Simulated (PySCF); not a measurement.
C2H8B2O4, SMILES OB(CCB(O)O)O, singlet at its GFN2-xTB optimised geometry (Å):

```
16

O      2.6035    -0.4683     0.1305
B      1.9227     0.6952     0.0897
O      2.6564     1.8484     0.0711
C      0.3241     0.6983     0.0716
C     -0.3206    -0.6938     0.0000
B     -1.9192    -0.6938     0.0000
O     -2.6037     0.4682     0.0000
O     -2.6494    -1.8494    -0.0032
H      3.5550    -0.3554     0.1427
H      2.1560     2.6614     0.0422
H     -0.0512     1.2042     0.9649
H     -0.0408     1.2907    -0.7710
H      0.0528    -1.2886     0.8372
H      0.0469    -1.1964    -0.8984
H     -3.5550     0.3527    -0.0023
H     -2.1464    -2.6614    -0.0022
```

Calculation: PySCF with B3LYP/def2-TZVP.

Map of the Laplacian of the electron density (e/bohr⁵) on the plane z = 1.0 Å:

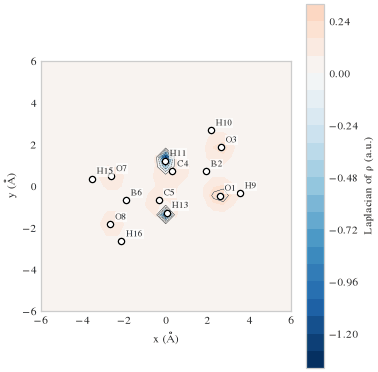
*Laplacian of the electron density (e/bohr⁵) on the plane z = 1.0 Å.*
